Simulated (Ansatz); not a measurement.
# Si2H6O2 (SMILES O[SiH2][SiH2]O) at HF/STO-3G

What is the vertical ionisation energy of Si2H6O2 at HF/STO-3G? 

The results are computed with Ansatz 0.2.0.

48 further runs of the same task are left out: 48 set aside as unsound or not needed. Runs told in other sessions of the task aren't counted.

**1. Starting point**

The species is Si2H6O2 (10 atoms), meant as a singlet with charge 0. SMILES: `O[SiH2][SiH2]O`. Geometry: relaxed at PBE0-D4/def2-TZVP. This is one conformer, not always the lowest.

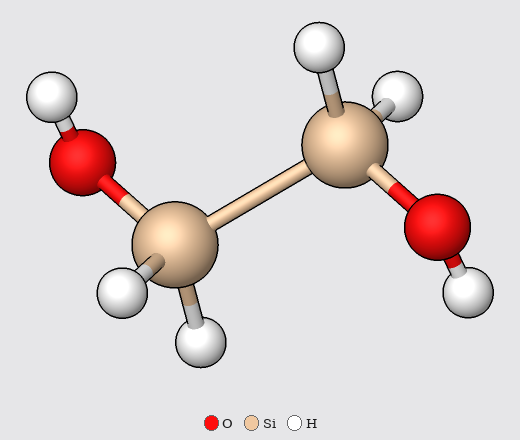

Viewed from a chosen angle; oxygen red, silicon light orange, hydrogen white.

**2. The energy at HF/STO-3G**

File in.yaml:

```yaml
crystal:
  periodic: [false, false, false]
  atoms:
    - {symbol: O, position_ang: [-1.023300, 1.887700, 1.029000]}
    - {symbol: Si, position_ang: [0.114300, 0.686000, 0.959700]}
    - {symbol: Si, position_ang: [-0.148600, -0.673600, -0.947700]}
    - {symbol: O, position_ang: [0.987200, -1.877000, -1.014900]}
    - {symbol: H, position_ang: [-1.013300, 2.545500, 0.332800]}
    - {symbol: H, position_ang: [-0.079100, -0.112900, 2.199100]}
    - {symbol: H, position_ang: [1.498300, 1.246700, 0.986300]}
    - {symbol: H, position_ang: [-1.533500, -1.232000, -0.975500]}
    - {symbol: H, position_ang: [0.047500, 0.124300, -2.187300]}
    - {symbol: H, position_ang: [0.975700, -2.534100, -0.318000]}
basis:
  gaussian: {orbitals: STO-3G}
hamiltonian: {xc: hf}
accuracy: high
output: {orbitals: {seedname: orbitals}}
```

Command:

```sh
$ ansatz run in.yaml --threads 1 --pin off --max-ram 2610MiB --events-out events.jsonl --progress --plain --runs-dir runs
```

The log of the run:

```text
Warning: RAYON_NUM_THREADS=1 ignored (pool sized by the plan → 1); use --threads N
Functional definition: HF
  name "HF"
  exchange = exact_x
  correlation = 0
686 factors; integrals over basis functions are off by at most 2.3e-8 eV
mean field evaluation 1: about -19654.4518 eV, gradient 2.8e1 eV
mean field evaluation 2: about -19654.5253 eV, gradient 2.8e1 eV
mean field evaluation 4: about -19657.3689 eV, gradient 1.3e0 eV
mean field evaluation 8: about -19657.3774 eV, gradient 4.1e-6 eV
mean field -19657.37735566 eV, -722.3952935715 hartree, gradient 9.2e-8 eV, S^2 0.000000; 0 other end points of the search recorded, 0 dependent functions left out
reference -19657.37735566 eV, -722.3952935715 hartree; 25, 25 occupied and 9, 9 virtual orbitals, 686 factors
Total energy: -19657.37735566 eV, -722.3952935715 hartree
```

It took 0.36 s on 1 thread of Arm Neoverse V1, shared host.

**3. The doublet cation, same level**

File job.yaml:

```yaml
crystal:
  periodic: [false, false, false]
  atoms:
    - {symbol: O, position_ang: [-1.023300, 1.887700, 1.029000]}
    - {symbol: Si, position_ang: [0.114300, 0.686000, 0.959700]}
    - {symbol: Si, position_ang: [-0.148600, -0.673600, -0.947700]}
    - {symbol: O, position_ang: [0.987200, -1.877000, -1.014900]}
    - {symbol: H, position_ang: [-1.013300, 2.545500, 0.332800]}
    - {symbol: H, position_ang: [-0.079100, -0.112900, 2.199100]}
    - {symbol: H, position_ang: [1.498300, 1.246700, 0.986300]}
    - {symbol: H, position_ang: [-1.533500, -1.232000, -0.975500]}
    - {symbol: H, position_ang: [0.047500, 0.124300, -2.187300]}
    - {symbol: H, position_ang: [0.975700, -2.534100, -0.318000]}
basis:
  gaussian:
    orbitals: STO-3G
total_charge: 1
magnetization:
  spin_polarized: true
  initial_magnetization: 1
hamiltonian:
  xc: hf
accuracy: high
output: {orbitals: {seedname: orbitals}}
```

Command:

```sh
$ ansatz run job.yaml --threads 1 --pin off --max-ram 2610MiB --events-out events.jsonl --progress --plain --runs-dir runs
```

The log of the run:

```text
Warning: RAYON_NUM_THREADS=1 ignored (pool sized by the plan → 1); use --threads N
[... 4 set-up lines as earlier in the session ...]
685 factors; integrals over basis functions are off by at most 2.3e-8 eV
mean field evaluation 1: about -19645.0227 eV, gradient 2.6e1 eV
mean field evaluation 2: about -19645.0825 eV, gradient 2.7e1 eV
mean field evaluation 4: about -19650.5921 eV, gradient 2.0e0 eV
mean field evaluation 8: about -19650.8517 eV, gradient 1.6e-1 eV
mean field evaluation 16: about -19650.8504 eV, gradient 4.4e-3 eV
mean field evaluation 32: about -19650.4537 eV, gradient 3.3e0 eV
mean field evaluation 64: about -19649.9772 eV, gradient 9.5e-1 eV
mean field evaluation 96: about -19650.0180 eV, gradient 6.7e-1 eV
mean field evaluation 128: about -19650.7756 eV, gradient 7.0e-2 eV
mean field -19651.13945852 eV, -722.1660550799 hartree, gradient 2.0e-8 eV, S^2 0.764443; 3 other end points of the search recorded, 0 dependent functions left out
reference -19651.13945852 eV, -722.1660550799 hartree; 25, 24 occupied and 9, 10 virtual orbitals, 685 factors
Total energy: -19651.13945852 eV, -722.1660550799 hartree
```

Run time: 1.6 s. Hardware: 1 thread of Arm Neoverse V1, shared host; peak memory 0.1 GiB.

**4. What came out**

Level: HF/STO-3G.

| quantity | value |
| --- | --- |
| singlet Si2H6O2: total energy | -722.39529 Eh |
| singlet Si2H6O2: HOMO energy | -7.38 eV |
| singlet Si2H6O2: LUMO energy | 10.61 eV |
| singlet Si2H6O2: HOMO–LUMO gap | 17.99 eV |
| doublet cation: total energy | -722.16606 Eh |
| doublet cation: HOMO energy (highest over α and β) | -13.66 eV |
| doublet cation: LUMO energy (lowest over α and β) | -3.85 eV |
| doublet cation: ⟨S²⟩ | 0.764 |
| vertical ionisation energy (to the doublet cation) | 6.238 eV |

The vertical ionisation energy comes to 6.24 eV (144 kcal/mol). −ε(HOMO) before ionisation, 7.38 eV, is 1.15 eV above this ionisation energy. In a minimal basis such a difference can be off by several eV, whatever the method.
